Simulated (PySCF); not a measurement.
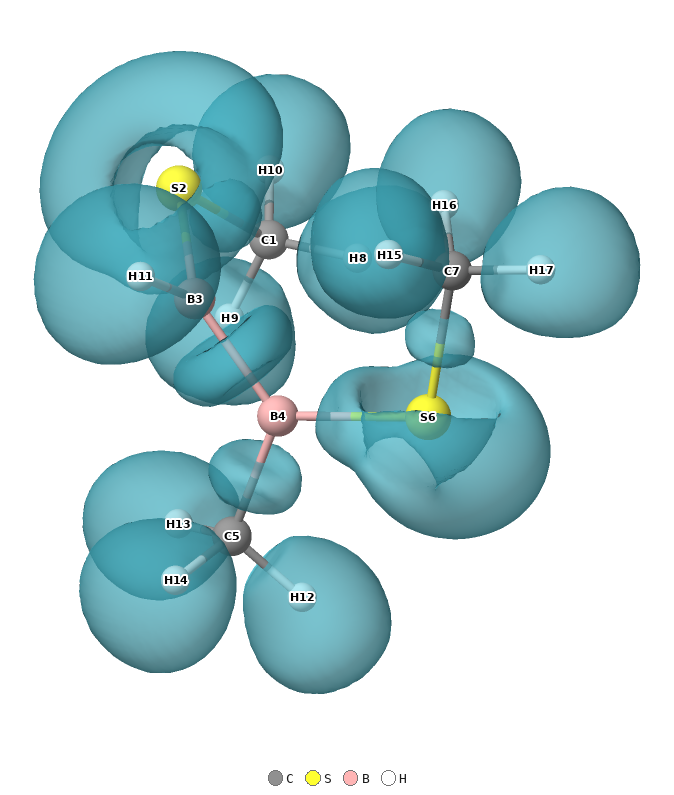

Figure. C₃H₁₀B₂S₂ (SMILES CSBB(C)SC). Isosurface of the electron localisation function at 0.8 (cyan), seen at an oblique angle. Core shells and regions of very low density are left out.

Geometry: GFN2-xTB.

Method: PBE0/pcSseg-1, SCF density, gas phase, non-relativistic (PySCF 2.14.0).

```yaml
atoms:
  - { symbol: C, position_ang: [1.9486, 1.2035, 0.1916] }
  - { symbol: S, position_ang: [1.7727, 0.7468, -1.5746] }
  - { symbol: B, position_ang: [0.4555, -0.4241, -1.6020] }
  - { symbol: B, position_ang: [-0.3854, -0.8896, -0.2630] }
  - { symbol: C, position_ang: [0.0321, -2.1207, 0.6528] }
  - { symbol: S, position_ang: [-1.8641, -0.0385, 0.2574] }
  - { symbol: C, position_ang: [-2.1045, 1.2625, -1.0080] }
  - { symbol: H, position_ang: [0.9930, 1.5348, 0.5849] }
  - { symbol: H, position_ang: [2.3041, 0.3435, 0.7495] }
  - { symbol: H, position_ang: [2.6749, 2.0078, 0.2455] }
  - { symbol: H, position_ang: [0.2380, -0.8062, -2.6930] }
  - { symbol: H, position_ang: [-0.4965, -2.1504, 1.6034] }
  - { symbol: H, position_ang: [1.1008, -2.1487, 0.8611] }
  - { symbol: H, position_ang: [-0.1952, -3.0513, 0.1317] }
  - { symbol: H, position_ang: [-2.1401, 0.8083, -1.9926] }
  - { symbol: H, position_ang: [-1.2938, 1.9829, -0.9564] }
  - { symbol: H, position_ang: [-3.0473, 1.7514, -0.7865] }
```

Q: Where are the electrons localised?

A: The surface consists of one region between bonded B–B atoms (shared pairs), one region between bonded B–C atoms (shared pairs), two regions between bonded C–S atoms (shared pairs), ten regions around hydrogen nuclei and two regions on S in which the atom's valence shell and bonds are merged.

Values along the shortest contacts:
C–B (1.59 Å): the ELF peaks at about 0.95 between the atoms: a covalent bond. B–B (1.65 Å): the ELF peaks at about 1 between the atoms: localised, covalent bonding.
